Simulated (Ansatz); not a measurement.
**Cl3F3W: density, localisation and related maps**

```yaml
atoms:
  - { symbol: F, position_ang: [-0.4108, -1.4363, 1.1419] }
  - { symbol: W, position_ang: [-0.0066, -0.0230, 0.0183] }
  - { symbol: F, position_ang: [1.5199, 0.2764, 1.0019] }
  - { symbol: F, position_ang: [-1.5484, -0.3761, -0.9227] }
  - { symbol: Cl, position_ang: [0.4887, 1.7087, -1.3584] }
  - { symbol: Cl, position_ang: [-1.1756, 1.3376, 1.4208] }
  - { symbol: Cl, position_ang: [1.1328, -1.4872, -1.3019] }
```

Geometry: PBE0-D4/def2-TZVP; core potentials replace the inner electrons of W.

Theory: Ansatz 0.2.0, RKS PBE0-D4/def2-TZVPP.

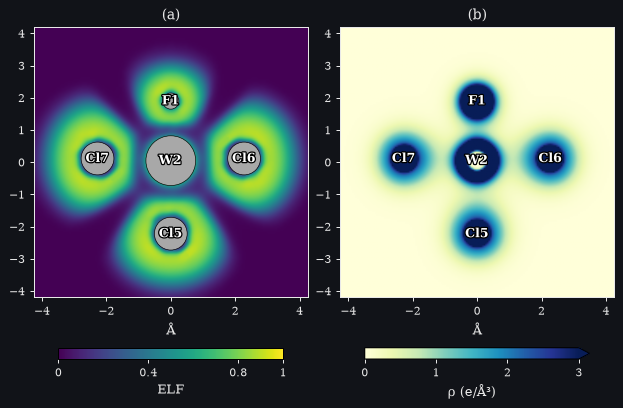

Figure 1. (a) ELF; (b) electron density on the plane of atoms Cl5, W2 and Cl6. Grey discs cover the atomic cores in the ELF map.

What does the map show?

- The section cuts through F, W and Cl sites.
- W–F (1.85 Å): the density is about 1.2 e/Å³ at the midpoint; the ELF peaks at about 0.80 in the valence shell of F, 0.5 Å from its nucleus, and drops to about 0.25 between the two atoms.
- W–Cl (2.27 Å): the density is about 0.78 e/Å³ at the midpoint; the ELF peaks at about 0.85 in the valence shell of Cl, 0.8 Å from its nucleus, and is about 0.45 at the midpoint.

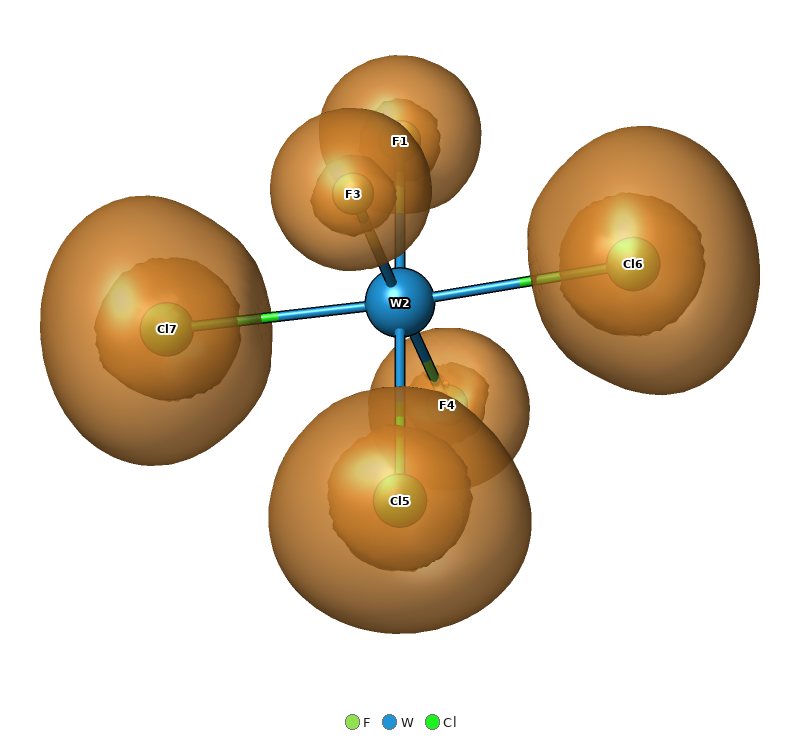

Figure 2. Isosurface of the electron localisation function at 0.75 (orange), seen at a tilt. Only the valence region is drawn (cores and ρ < 0.01 e/Å³ removed).

Identify the bonds, lone pairs and shells in this picture.

The ELF exceeds this value in three regions wrapped around Cl (the valence shell of each) and three regions wrapped around F (the valence shell of each).


W–F (1.84 Å): the ELF peaks at about 0.80 in the valence shell of F, 0.5 Å from its nucleus, and drops to about 0.25 between the two atoms.

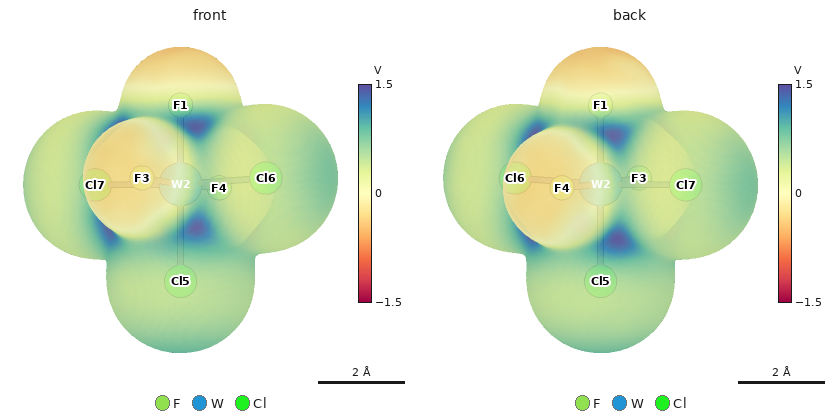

Figure 3. The molecular electrostatic potential painted on the density surface at 0.004 e/bohr³, seen from the front and from behind; red is negative and blue positive.

Which sites attract a positive test charge, and which a negative one?

A positive charge is drawn to the negative regions and a negative charge to the positive ones. The most negative region (about −0.4 V) lies over F1, the most positive (about +1.4 V) over W2. Cl6 shows a σ-hole: about +0.8 V at the tip opposite its bond, against about +0.4 V on its flanks. Cl7 shows a σ-hole: about +0.8 V at the tip opposite its bond, against about +0.4 V on its flanks.
